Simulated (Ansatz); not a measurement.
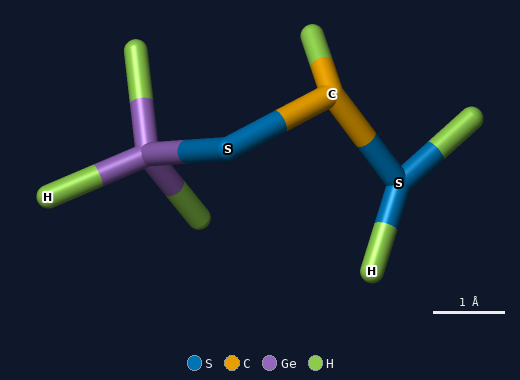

*The structure as given in the input (stick view, seen on its broad side). Sticks mark near contacts.*

# Run report: CH$_{6}$GeS$_{2}$, geometry relaxation (part 1 of 2)

The run: geometry relaxation of CH$_{6}$GeS$_{2}$. Method and program: RKS PBE0/def2-SVP (Ansatz 0.2.0).

It belongs to a series of runs on one base structure; here: end point B relaxed.

Log:
```
The last accepted step is kept in [file] (removed where the run ends without a failure and the disk answers)
Engine: ansatz 0.2.0, aarch64-unknown-linux-gnu
Functional definition: PBE0
  parameter a = 0.25
  parameter kappa = 0.804
  parameter beta = 0.06672455060314922
  exchange = (1 - a)*pbe_x(kappa = kappa, mu = beta*pi^2/3) + a*exact_x
  correlation = pbe_c(beta = beta)
1192 factors; integrals over basis functions are off by at most 3.6e-4 eV
mean field evaluation 1: about -79283.1044 eV, gradient 4.1e1 eV
mean field evaluation 2: about -79254.8610 eV, gradient 8.9e1 eV
mean field evaluation 4: about -79287.3538 eV, gradient 8.1e0 eV
mean field evaluation 8: about -79287.5659 eV, gradient 7.9e-1 eV
mean field evaluation 16: about -79287.5927 eV, gradient 3.8e-4 eV
mean field -79287.59274851 eV, -2913.7652904472 hartree, gradient 1.1e-5 eV, S^2 0.000000; 0 other end points of the search recorded, 0 dependent functions left out
the calculation of the forces begins
reference -79287.59277522 eV, -2913.7652914286 hartree; 38, 38 occupied and 74, 74 virtual orbitals, 1192 factors
relax step   1: F+E_penalty+E_count = -79287.59274851 eV  Δ(F+E_penalty+E_count) = +0.000e0 eV  max|allowed force component| = 3.556e0 eV/Å  Δτ_max = 0.0000 Å  (32 SCF iters, accepted)
these checks for a lower state are left out or cut short: starts, cluster_reference, orbital_swaps, neighbouring_geometries, increment
1192 factors; integrals over basis functions are off by at most 3.5e-4 eV
mean field -79288.81559603 eV, -2913.8102292646 hartree, gradient 1.4e-5 eV, S^2 0.000000; 0 other end points of the search recorded, 0 dependent functions left out
[... from here on the field's lines of each further geometry are left out, up to the last ...]
relax step   2: F+E_penalty+E_count = -79288.81559603 eV  Δ(F+E_penalty+E_count) = -1.223e0 eV  max|allowed force component| = 1.969e0 eV/Å  Δτ_max = 0.1949 Å  (32 SCF iters, accepted)
relax step   3: F+E_penalty+E_count = -79289.47007373 eV  Δ(F+E_penalty+E_count) = -6.545e-1 eV  max|allowed force component| = 1.390e0 eV/Å  Δτ_max = 0.1950 Å  (33 SCF iters, accepted)
relax step   4: F+E_penalty+E_count = -79289.79957058 eV  Δ(F+E_penalty+E_count) = -3.295e-1 eV  max|allowed force component| = 1.212e0 eV/Å  Δτ_max = 0.1944 Å  (32 SCF iters, accepted)
relax step   5: F+E_penalty+E_count = -79289.93506573 eV  Δ(F+E_penalty+E_count) = -1.355e-1 eV  max|allowed force component| = 5.294e-1 eV/Å  Δτ_max = 0.1468 Å  (31 SCF iters, accepted)
relax step   6: F+E_penalty+E_count = -79289.96115247 eV  Δ(F+E_penalty+E_count) = -2.609e-2 eV  max|allowed force component| = 2.890e-1 eV/Å  Δτ_max = 0.2000 Å  (31 SCF iters, accepted)
relax step   7: F+E_penalty+E_count = -79289.98067741 eV  Δ(F+E_penalty+E_count) = -1.952e-2 eV  max|allowed force component| = 2.674e-1 eV/Å  Δτ_max = 0.2000 Å  (32 SCF iters, accepted)
relax step   8: F+E_penalty+E_count = -79290.00311213 eV  Δ(F+E_penalty+E_count) = -2.243e-2 eV  max|allowed force component| = 1.000e0 eV/Å  Δτ_max = 0.1655 Å  (31 SCF iters, accepted)
relax step   9: F+E_penalty+E_count = -79290.04756284 eV  Δ(F+E_penalty+E_count) = -4.445e-2 eV  max|allowed force component| = 1.291e0 eV/Å  Δτ_max = 0.1564 Å  (30 SCF iters, accepted)
relax step  10: F+E_penalty+E_count = -79290.15804613 eV  Δ(F+E_penalty+E_count) = -1.105e-1 eV  max|allowed force component| = 1.326e0 eV/Å  Δτ_max = 0.1942 Å  (31 SCF iters, accepted)
relax step  11: F+E_penalty+E_count = -79290.34251806 eV  Δ(F+E_penalty+E_count) = -1.845e-1 eV  max|allowed force component| = 1.131e0 eV/Å  Δτ_max = 0.1951 Å  (29 SCF iters, accepted)
relax step  12: F+E_penalty+E_count = -79290.48336393 eV  Δ(F+E_penalty+E_count) = -1.408e-1 eV  max|allowed force component| = 7.357e-1 eV/Å  Δτ_max = 0.1971 Å  (29 SCF iters, accepted)
relax step  13: F+E_penalty+E_count = -79290.57418134 eV  Δ(F+E_penalty+E_count) = -9.082e-2 eV  max|allowed force component| = 9.506e-1 eV/Å  Δτ_max = 0.1950 Å  (29 SCF iters, accepted)
relax step  14: F+E_penalty+E_count = -79290.61840102 eV  Δ(F+E_penalty+E_count) = -4.422e-2 eV  max|allowed force component| = 4.882e-1 eV/Å  Δτ_max = 0.1727 Å  (29 SCF iters, accepted)
relax step  15: F+E_penalty+E_count = -79290.57722515 eV  Δ(F+E_penalty+E_count) = +4.118e-2 eV  max|allowed force component| = 1.050e0 eV/Å  Δτ_max = 0.1995 Å  (29 SCF iters, rejected (line search))
relax step  16: F+E_penalty+E_count = -79290.65618438 eV  Δ(F+E_penalty+E_count) = -3.778e-2 eV  max|allowed force component| = 2.072e-1 eV/Å  Δτ_max = 0.0968 Å  (29 SCF iters, accepted)
relax step  17: F+E_penalty+E_count = -79290.66326911 eV  Δ(F+E_penalty+E_count) = -7.085e-3 eV  max|allowed force component| = 8.500e-2 eV/Å  Δτ_max = 0.0977 Å  (29 SCF iters, accepted)
relax step  18: F+E_penalty+E_count = -79290.65770445 eV  Δ(F+E_penalty+E_count) = +5.565e-3 eV  max|allowed force component| = 1.610e-1 eV/Å  Δτ_max = 0.1500 Å  (28 SCF iters, rejected (line search))
relax step  19: F+E_penalty+E_count = -79290.66646312 eV  Δ(F+E_penalty+E_count) = -3.194e-3 eV  max|allowed force component| = 4.454e-2 eV/Å  Δτ_max = 0.0750 Å  (29 SCF iters, accepted)
relax step  20: F+E_penalty+E_count = -79290.66287676 eV  Δ(F+E_penalty+E_count) = +3.586e-3 eV  max|allowed force component| = 1.178e-1 eV/Å  Δτ_max = 0.0436 Å  (30 SCF iters, rejected (line search))
relax step  21: F+E_penalty+E_count = -79290.66688373 eV  Δ(F+E_penalty+E_count) = -4.206e-4 eV  max|allowed force component| = 1.527e-2 eV/Å  Δτ_max = 0.0218 Å  (30 SCF iters, accepted)
the calculation of the forces begins
reference -79290.66704988 eV, -2913.8782689386 hartree; 38, 38 occupied and 74, 74 virtual orbitals, 1192 factors
relax step  22: F+E_penalty+E_count = -79290.66702278 eV  Δ(F+E_penalty+E_count) = -1.390e-4 eV  max|allowed force component| = 9.534e-3 eV/Å  Δτ_max = 0.0204 Å  (30 SCF iters, accepted)
```

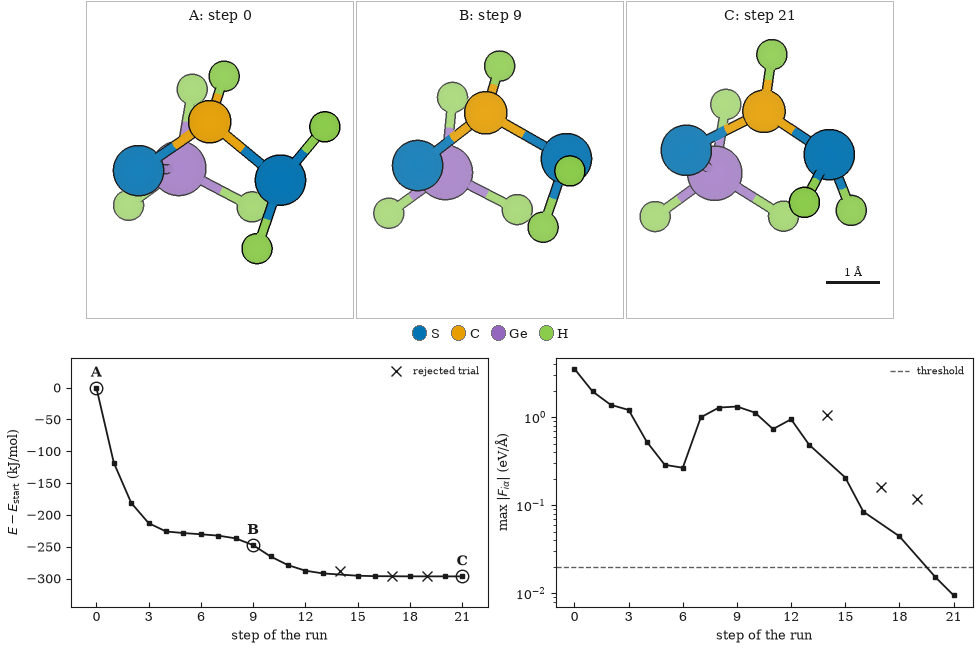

*Frames of the relaxation (ball-and-stick view, seen at a tilt) above the curves, on which the letters mark them (the first geometry is step 0 here and step 1 in the log).*

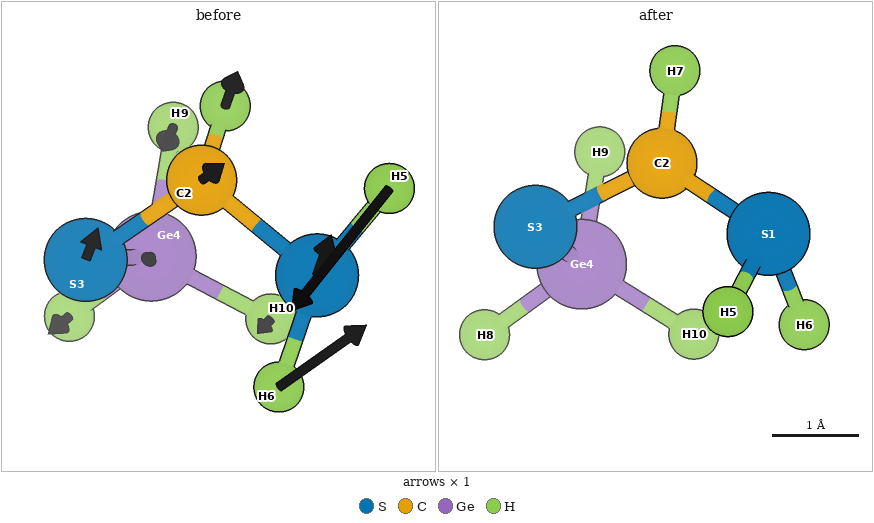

*Before (left) and after (right) the relaxation, at one scale (ball-and-stick view, seen at a tilt). The black arrows give the displacements, at true length.*

After 21 geometry steps the energy has fallen by 296.6 kJ/mol. Largest force component: 3.6 eV/Å at the start, 0.0095 eV/Å at the end. The line search rejected the trial steps at points 14, 17, 19 (counted from 0) and went back. The atom that moves furthest after the best rigid fit is H5 (1.94 Å). By element the largest moves are H 1.94 Å, S 0.56 Å, C 0.40 Å, Ge 0.20 Å. Among the contacts that change: S1–C2 1.769 → 1.656 Å, S3–Ge4 2.132 → 2.243 Å, Ge4–H9 1.613 → 1.540 Å, C2–S3 1.811 → 1.745 Å. Among the angles that change: H5–S1–H6 150.6° → 89.3°, C2–S1–H5 93.6° → 111.1°, S1–C2–S3 108.0° → 124.1°. (Atoms are counted from 1 in the order of the input.)

```
1192 factors; integrals over basis functions are off by at most 4.1e-4 eV
mean field -79290.66702278 eV, -2913.8782679427 hartree, gradient 1.3e-5 eV, S^2 0.000000; 1 other end points of the search recorded, 0 dependent functions left out
the calculation of the forces begins
reference -79290.66704988 eV, -2913.8782689386 hartree; 38, 38 occupied and 74, 74 virtual orbitals, 1192 factors
Total energy: -79290.66704988 eV, -2913.8782689386 hartree
Atom 0 at    -0.025655     1.934298    -1.117810 Å, force     0.001637     0.001656    -0.009534 eV/Å
Atom 1 at     0.489844     1.053416     0.185806 Å, force     0.001435     0.002542    -0.001414 eV/Å
Atom 2 at     1.228649    -0.522938     0.070614 Å, force    -0.001917    -0.002800     0.005999 eV/Å
Atom 3 at    -0.581239    -1.831411     0.275094 Å, force     0.002705    -0.000236    -0.002003 eV/Å
Atom 4 at     0.909244     1.902281    -2.145947 Å, force    -0.007381    -0.001070     0.006639 eV/Å
Atom 5 at    -0.897112     1.196726    -1.909206 Å, force     0.001500     0.001064    -0.001096 eV/Å
Atom 6 at     0.419428     1.604648     1.124288 Å, force     0.001488    -0.003795     0.000885 eV/Å
Atom 7 at    -0.164328    -3.296569     0.032253 Å, force    -0.001565     0.002166     0.001209 eV/Å
Atom 8 at    -1.196606    -1.676980     1.678500 Å, force     0.001646    -0.001438    -0.000784 eV/Å
Atom 9 at    -1.632575    -1.417381    -0.778169 Å, force     0.000453     0.001910     0.000100 eV/Å
Dipole moment:    -0.296480     0.333317    -0.438589 e Å
```

Trajectory as extended XYZ (Å, eV, eV/Å), 22 frames, from step=1 to step=22:
```
10
Properties=species:S:1:pos:R:3:forces:R:3 step=1 energy=-79287.59275
S    -0.0195    1.4502   -1.4609   -3.5563   0.1097   2.4894
C     0.8495    0.9388   -0.0078    1.6364  -1.6308  -0.7650
S     1.3207   -0.7976   -0.2182    1.0268   1.1054  -0.0143
Ge   -0.5734   -1.6242    0.3074   -2.2154  -0.6392   0.7452
H    -0.2352    2.7860   -0.9724    0.8035   0.1620  -1.6587
H     0.2344    0.5747   -2.4970    1.6984   0.7882  -0.2123
H     0.2650    1.0796    0.9112   -0.1983   0.5552  -0.0643
H    -0.5419   -3.1661    0.2762    0.0028  -0.0868   0.0469
H    -1.0526   -1.1470    1.7721    0.4187  -0.2602  -0.8753
H    -1.6973   -1.1483   -0.6952    0.3833  -0.1036   0.3085
10
Properties=species:S:1:pos:R:3:forces:R:3 step=2 energy=-79288.81560
S    -0.1918    1.4023   -1.3834   -1.9694  -0.2203   1.4277
C     0.8762    0.9253   -0.0318    0.4819  -0.7243  -0.4694
S     1.3332   -0.8003   -0.2105    0.1876   0.5678   0.0191
Ge   -0.6168   -1.6465    0.3186   -0.7324  -0.4336   0.3037
H    -0.1952    2.8104   -1.0432    0.6657  -0.5214  -1.3835
H     0.3267    0.6422   -2.4725    0.9693   1.3168   0.4587
H     0.2972    1.0988    0.8981    0.1943   0.3625  -0.1386
H    -0.5470   -3.1813    0.2809   -0.0917  -0.1559   0.0477
H    -1.0398   -1.1549    1.7482    0.1684  -0.1273  -0.3883
H    -1.6931   -1.1500   -0.6890    0.1263  -0.0645   0.1230
10
Properties=species:S:1:pos:R:3:forces:R:3 step=3 energy=-79289.47007
S    -0.3558    1.3441   -1.2954    0.9415   0.6767  -0.6359
C     0.8827    0.9172   -0.0563   -0.1259  -0.1113   0.4220
S     1.3224   -0.7959   -0.2093   -0.0335   0.1558  -0.0156
Ge   -0.6385   -1.6848    0.3291   -0.0317  -0.2581   0.1072
H    -0.1333    2.7787   -1.1688   -0.1415  -1.3901  -0.9153
H     0.4128    0.7941   -2.4206   -0.7637   1.2380   1.1375
H     0.3468    1.1376    0.8953    0.3110   0.0362  -0.0975
H    -0.5665   -3.2149    0.2892   -0.1367  -0.2130   0.0319
H    -1.0328   -1.1669    1.7312    0.0097  -0.0629  -0.0515
H    -1.6882   -1.1633   -0.6790   -0.0291  -0.0713   0.0172
10
Properties=species:S:1:pos:R:3:forces:R:3 step=4 energy=-79289.79957
S    -0.3526    1.3935   -1.2807    1.0901   0.6424  -0.9394
C     0.8977    0.9306   -0.0413   -0.1116  -0.1152   0.3837
S     1.2798   -0.7982   -0.1862    0.1250   0.3068  -0.1653
Ge   -0.6544   -1.7731    0.3515   -0.0817   0.0679   0.0632
H    -0.1077    2.8025   -1.3515   -0.1189  -1.2125  -0.2143
H     0.4254    0.9878   -2.4110   -0.8171   0.6299   0.9838
H     0.4146    1.1926    0.9249    0.1036  -0.0424  -0.1885
H    -0.6127   -3.3094    0.3195   -0.0187  -0.0827   0.0090
H    -1.0371   -1.2354    1.7440   -0.0783  -0.0957   0.0538
H    -1.7033   -1.2448   -0.6538   -0.0924  -0.0985   0.0140
10
Properties=species:S:1:pos:R:3:forces:R:3 step=5 energy=-79289.93507
S    -0.3223    1.4321   -1.2819    0.3242   0.5294  -0.2292
C     0.9096    0.9503   -0.0234    0.0609  -0.1072   0.0647
S     1.2693   -0.7731   -0.2063   -0.1265   0.1534  -0.0313
Ge   -0.6625   -1.7985    0.3623   -0.0697   0.0053   0.0225
H    -0.0475    2.7800   -1.4834   -0.1283  -0.3765   0.1928
H     0.4171    1.1303   -2.3854   -0.1067  -0.1637   0.0606
H     0.4348    1.2072    0.9401   -0.0515   0.0056  -0.0919
H    -0.6058   -3.3404    0.3366    0.0639   0.0007  -0.0236
H    -1.0707   -1.3134    1.7692    0.0175  -0.0145   0.0244
H    -1.7723   -1.3285   -0.6123    0.0163  -0.0324   0.0110
10
Properties=species:S:1:pos:R:3:forces:R:3 step=6 energy=-79289.96115
S    -0.2710    1.5575   -1.3013   -0.0976   0.0671  -0.1932
C     0.8879    0.9767   -0.0143   -0.1487   0.1216   0.0888
S     1.1791   -0.7373   -0.2419    0.2890  -0.2287  -0.0057
Ge   -0.6910   -1.8257    0.3885   -0.0757   0.0389  -0.0820
H     0.1375    2.8518   -1.5079    0.0468  -0.0902  -0.0917
H     0.3757    1.0666   -2.3969   -0.0425   0.1074   0.1464
H     0.3275    1.2119    0.9066    0.1018   0.0122   0.0872
H    -0.5118   -3.3582    0.3137    0.0142   0.0491   0.0124
H    -1.0431   -1.3929    1.8297   -0.0317  -0.0356  -0.0564
H    -1.8411   -1.4042   -0.5607   -0.0556  -0.0417   0.0942
10
Properties=species:S:1:pos:R:3:forces:R:3 step=7 energy=-79289.98068
S    -0.2863    1.6072   -1.2706    0.2520   0.1912   0.1676
C     0.8507    1.0173    0.0356   -0.1240  -0.1390  -0.2674
S     1.2024   -0.6896   -0.2304   -0.1842   0.0366   0.1104
Ge   -0.6908   -1.8019    0.3400    0.1613  -0.1382   0.1413
H     0.2991    2.7985   -1.6132   -0.0817   0.0586  -0.1582
H     0.2626    0.9658   -2.3376   -0.0468  -0.0174   0.1480
H     0.3119    1.2444    0.9700   -0.0211  -0.0715  -0.0172
H    -0.4435   -3.3233    0.2456   -0.0322  -0.0043  -0.0219
H    -1.0341   -1.4354    1.8008   -0.0076   0.0161  -0.0284
H    -1.9223   -1.4369   -0.5248    0.0843   0.0680  -0.0743
10
Properties=species:S:1:pos:R:3:forces:R:3 step=8 energy=-79290.00311
S    -0.2930    1.6825   -1.2361    1.0005   0.2619  -0.1461
C     0.8274    1.0425    0.0623   -0.4331  -0.1539  -0.3582
S     1.1930   -0.6604   -0.2286   -0.1378   0.1219   0.1209
Ge   -0.6836   -1.8114    0.3301    0.1416  -0.0692   0.1113
H     0.4275    2.7869   -1.7170   -0.3889  -0.4259   0.0326
H     0.1479    0.8887   -2.2736   -0.2626   0.2558   0.4011
H     0.2979    1.2599    1.0041    0.0027  -0.0752  -0.0505
H    -0.4072   -3.3275    0.2118   -0.0379   0.0288  -0.0244
H    -1.0408   -1.4715    1.7936    0.0080   0.0099  -0.0198
H    -1.9195   -1.4436   -0.5311    0.1075   0.0460  -0.0668
10
Properties=species:S:1:pos:R:3:forces:R:3 step=9 energy=-79290.04756
S    -0.2896    1.7380   -1.1994    1.2913  -0.1220  -0.1733
C     0.7998    1.0459    0.0887   -0.6854  -0.0571  -0.4197
S     1.2041   -0.6462   -0.2254   -0.0214   0.2175   0.0961
Ge   -0.6618   -1.8077    0.3220    0.0934   0.0133   0.0311
H     0.5061    2.7440   -1.8007   -0.4381  -0.5495   0.1541
H     0.0206    0.8288   -2.2054   -0.3265   0.5046   0.4661
H     0.2722    1.2419    1.0364    0.0403  -0.0404  -0.1048
H    -0.4004   -3.3240    0.1904   -0.0190   0.0154  -0.0119
H    -1.0359   -1.4641    1.7785    0.0026  -0.0044  -0.0031
H    -1.8655   -1.4105   -0.5698    0.0629   0.0226  -0.0346
```
